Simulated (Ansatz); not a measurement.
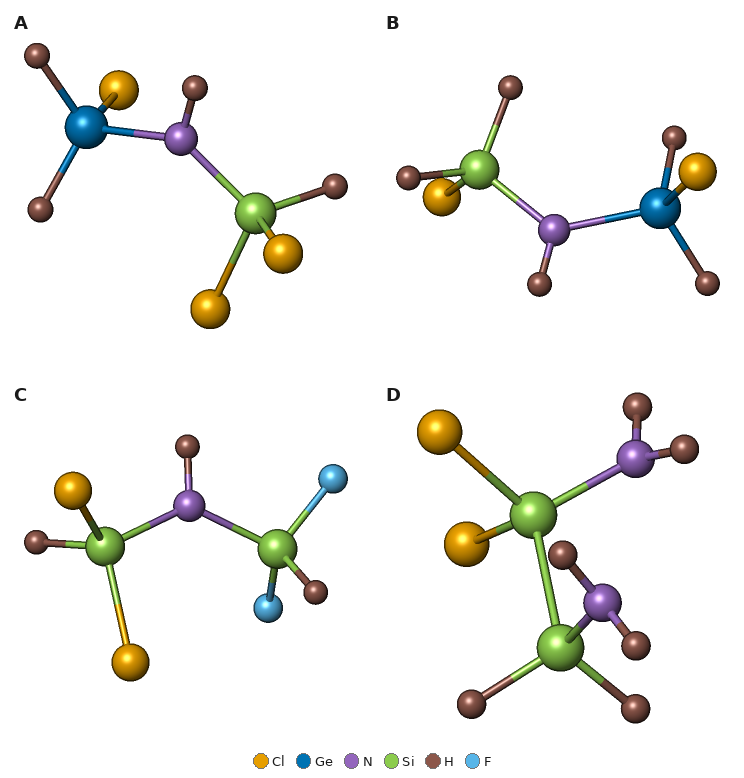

Simulated data, not a measurement (program: Ansatz).

Q: Match each picture to its SMILES.
(1) [Cl][GeH2][NH][SiH](Cl)Cl
(2) F[SiH](F)N[SiH](Cl)Cl
(3) N[SiH2][Si](N)(Cl)Cl
(4) Cl[SiH2][NH][GeH2][Cl]

A: A is (1), B is (4), C is (2), D is (3).
